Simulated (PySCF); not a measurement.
**C5H8NPSi: excited-state calculation**

C5H8NPSi, SMILES Cc1ncc([SiH3])cp1, computed with TDDFT CAM-B3LYP/def2-SVPD, vertical, gas phase, core orbitals frozen in the response (PySCF 2.14.0).

The geometry comes from this level: GFN2-xTB.

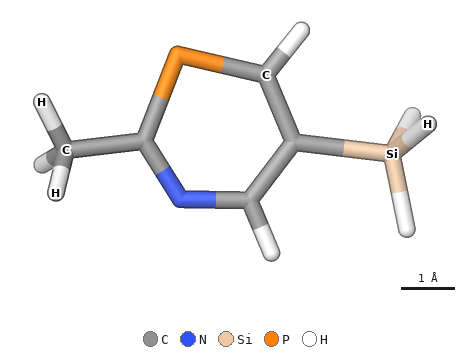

*The structure (stick view, seen at a tilt).*

Bond lengths as drawn: C–C 1.39 to 1.50 Å, C–H 1.08 to 1.09 Å, C–N 1.31 to 1.32 Å, C–P 1.73 to 1.76 Å, C–Si 1.89 Å and H–Si 1.46 Å.

### The input
```
{"job": {"kind": "uv", "xc": "CAM-B3LYP", "basis": "def2-SVPD", "nstates": 8, "ntriplets": 3}, "charge": 0, "multiplicity": 1}
C      3.137825    -0.104721    -0.607934
C      1.681154    -0.171666    -0.257670
N      0.961712     0.867177    -0.610031
C     -0.334619     0.960870    -0.389137
C     -1.140949     0.011007     0.233144
Si    -2.989169     0.321703     0.471150
C     -0.577640    -1.172041     0.687363
P      1.093537    -1.617067     0.561746
H      3.264493    -0.281637    -1.676106
H      3.706009    -0.853873    -0.060509
H      3.525635     0.888192    -0.391100
H     -0.776928     1.885265    -0.742985
H     -3.726851    -0.772550    -0.163221
H     -3.333912     1.602127    -0.143632
H     -3.272762     0.343353     1.907633
H     -1.225133    -1.897196     1.169876
```

The first line tells a small driver script what to run in PySCF; the rest is the geometry in Å.

Launched with:
```bash
OMP_NUM_THREADS=1 python <driver script> task.json out
```

### Output
```
coarse grid: 14704 points
cycle   1  E = -880.2638696676  dE =  1.243e+00  |g| = 3.432e-01  |ddm| = 7.297e+00
cycle   2  E = -880.2770202848  dE = -1.315e-02  |g| = 3.231e-01  |ddm| = 1.992e+00
cycle   3  E = -880.2981912044  dE = -2.117e-02  |g| = 6.330e-02  |ddm| = 1.028e+00
cycle   4  E = -880.2989810249  dE = -7.898e-04  |g| = 3.201e-02  |ddm| = 2.431e-01
cycle   5  E = -880.2992421632  dE = -2.611e-04  |g| = 7.232e-03  |ddm| = 8.562e-02
cycle   6  E = -880.2992561842  dE = -1.402e-05  |g| = 2.452e-03  |ddm| = 2.089e-02
cycle   7  E = -880.2992580787  dE = -1.895e-06  |g| = 1.012e-03  |ddm| = 7.875e-03
final grid: 133864 points
cycle   8  E = -880.4215628568  dE = -2.697e-05  |g| = 3.222e-03  |ddm| = 7.027e-02
cycle   9  E = -880.4215619936  dE =  8.632e-07  |g| = 3.777e-03  |ddm| = 1.761e-02
cycle  10  E = -880.4215656539  dE = -3.660e-06  |g| = 6.163e-04  |ddm| = 9.487e-03
cycle  11  E = -880.4215657524  dE = -9.844e-08  |g| = 1.836e-04  |ddm| = 1.664e-03
cycle  12  E = -880.4215657616  dE = -9.225e-09  |g| = 6.996e-05  |ddm| = 5.270e-04
cycle  13  E = -880.4215657631  dE = -1.497e-09  |g| = 1.479e-05  |ddm| = 2.444e-04
cycle  14  E = -880.4215657632  dE = -1.194e-10  |g| = 8.579e-06  |ddm| = 7.488e-05
```

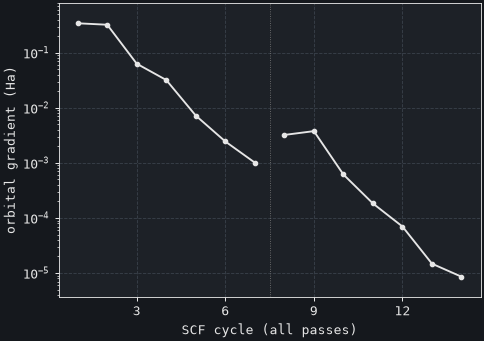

*Convergence of the self-consistent field: orbital gradient against the SCF cycle. The dotted line marks the change from a coarse to the final integration grid.*

The first 7 cycles use a coarse grid, the final grid takes over at cycle 8, and the field converges after 14 cycles in all.

```
converged SCF energy = -880.4215657632

Static polarisability (au): isotropic 117.724, principal 77.358 117.240 158.573

Singlet excitations
state   eV       nm        f      main configurations
  1   3.8729    320.1   0.00456   H->L 0.93
  2   4.2015    295.1   0.00085   H->L+1 0.92
  3   4.6656    265.7   0.08977   H-1->L 0.56, H-1->L+1 0.24
  4   5.1199    242.2   0.10517   H-1->L+1 0.51, H-1->L 0.31, H-3->L 0.10
  5   5.2314    237.0   0.00657   H-2->L 0.95
  6   5.7120    217.1   0.00717   H-2->L+1 0.95
  7   6.1410    201.9   0.30508   H-3->L 0.75, H-1->L+1 0.13
  8   6.5278    189.9   0.34574   H-3->L+1 0.85

Triplet excitations (Tamm-Dancoff, eV): 3.1162 3.4687 3.8083
```

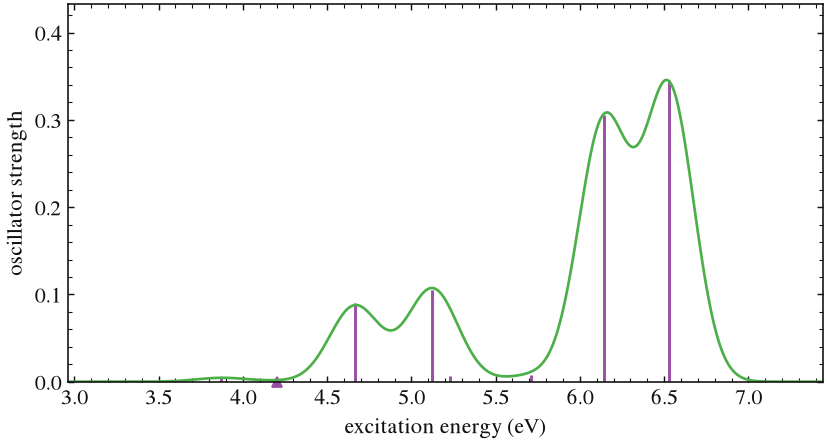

*Computed excitations as sticks (degenerate states added up, dark ones marked on the axis), with a Gaussian envelope of 0.35 eV full width at half maximum, scaled to the tallest.*

Of the 8 states the lowest lies at 3.87 eV (f = 0.005); the strongest line is at 6.53 eV, or 190 nm (f = 0.346).

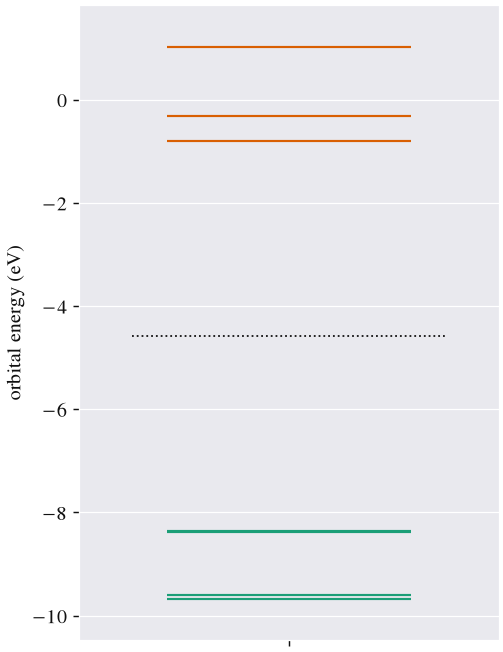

*Orbital energies near the frontier; the dotted line parts filled from empty levels, and levels within 0.02 eV of each other stand side by side.*

Highest filled −8.35 eV, lowest empty −0.79 eV, 7.56 eV apart.

### Summary

| quantity | value |
| --- | --- |
| outcome | converged |
| total energy | −880.421566 hartree |
| HOMO | −8.35 eV |
| LUMO | −0.79 eV |
| dipole moment | 0.89 D |
| mean polarisability | 117.72 a.u. |
| lowest singlet excitation | 3.87 eV |
| hardware | 1 CPU thread, shared host |
| wall time | 1.7 min |
| peak memory | 1 GiB |
